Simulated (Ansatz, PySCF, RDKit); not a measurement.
GeH4 (SMILES [GeH4]) and CH2F2 (SMILES FCF) are pulled apart as rigid monomers along the line of their centres of mass, from the B3LYP-D3(BJ)/def2-TZVP minimum. Starting geometry (charge 0, multiplicity 1):
```xyz
10

Ge    -0.700     0.535     0.347
H     -0.860     0.619    -1.180
H     -0.375    -0.919     0.727
H     -2.013     0.956     1.020
H      0.443     1.452     0.796
F     -0.306     0.078     3.691
C      0.587    -0.950     3.771
F      1.788    -0.514     3.303
H      0.238    -1.764     3.136
H      0.700    -1.231     4.820
```

Interaction energies with rigid monomers; basis-set methods are counterpoise corrected unless marked otherwise.

Frozen-core correlation. Filled d and f shells under p-block atoms count as core. Rows in 6-31G* carry no dispersion term and start afresh at each structure (6-31G* with six Cartesian d functions); the Pople sets are all-electron and without relativity.

The values were computed with Ansatz (a quantum-chemistry and plane-wave program); PySCF for 6-31G* rows; RDKit for the force fields. 

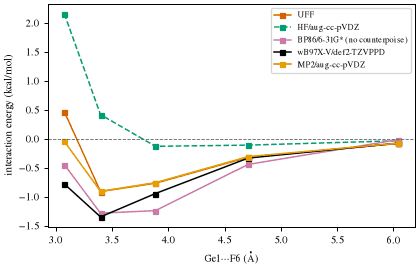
Fig. 1. Interaction energy against separation

Which level binds most strongly at Ge1···F6 = 3.40, and by how much?

wB97X-V/def2-TZVPPD, -1.3 kcal/mol.
